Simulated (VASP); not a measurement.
Band structure of Ti3Al (space group P6_3/mmc). These are r2SCAN meta-GGA, VASP's PBE PAW potentials (set 64) (plane waves; VASP) values and carry that method's errors.

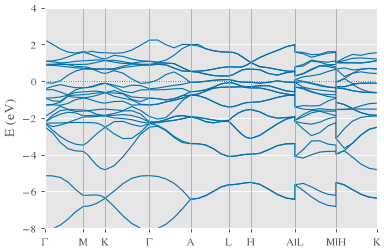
Fig. 1. Bands along high-symmetry lines, zero at the valence-band maximum or, without a gap, the Fermi level

Read the plot: is there a gap, and where are the band edges?

It has no gap at this level: it comes out as a metal or semimetal.

The structure comes from a computed database's Ti3Al entry (P6_3/mmc); how it stands against other phases isn't given here. It was relaxed first.
